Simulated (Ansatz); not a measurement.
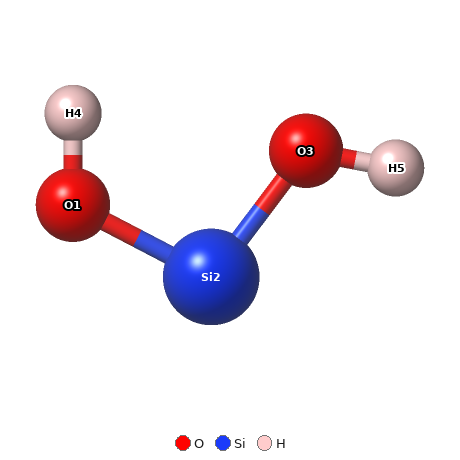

Rigid scan of the stretch Si2–O3 in SiH₂O₂, SMILES O[Si]O. The Ansatz code, def2-TZVPP, cores frozen in correlated methods. A stretch is scanned from the minimum (PBE0-D4/def2-TZVP); energies less that of the minimum at the same level. Splines pass through the computed points, which are marked.

Methods: HF, r2SCAN-D4, CCSD(T), PBE0-D4 and PBE-D4.

Where is the minimum of each curve?

HF: near 1.64 Å; r2SCAN-D4: near 1.67 Å; CCSD(T): near 1.67 Å; PBE0-D4: near 1.66 Å; PBE-D4: near 1.69 Å (from the spline).

What values does the calculation give?

In eV:
```
distance Si2–O3 (Å)     HF  r2SCAN-D4  CCSD(T)  PBE0-D4  PBE-D4
               1.46  0.718      0.852    0.877    0.831   0.950
               1.52  0.287      0.386    0.399    0.371   0.456
               1.61  0.014      0.056    0.058    0.050   0.084
               1.71  0.051      0.019    0.019    0.023  −0.002
               1.81  0.347      0.229    0.239    0.246   0.159
               1.93  0.825      0.614    0.642    0.645   0.493
               2.06  1.395      1.092    1.145    1.137   0.922
               2.19  2.007      1.613    1.696    1.676   1.399
               2.33  2.620      2.141    2.256    2.224   1.887
```

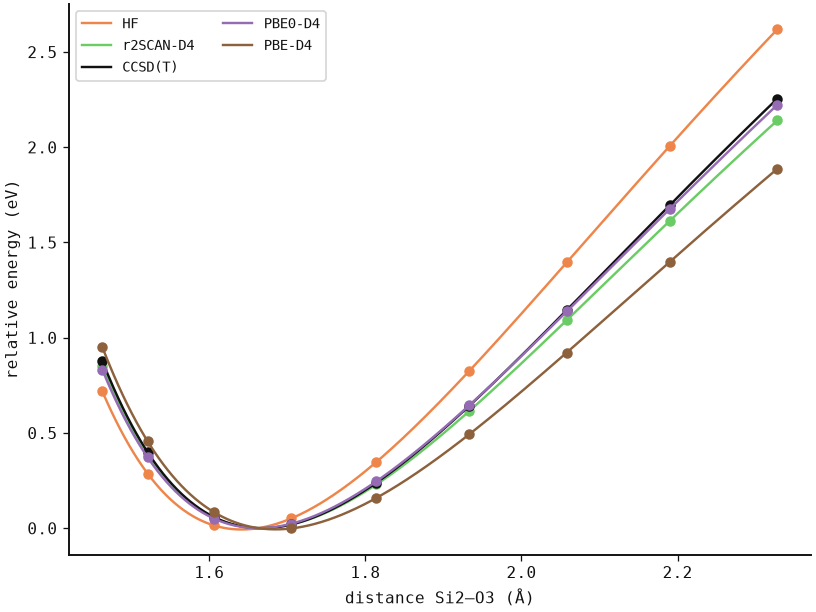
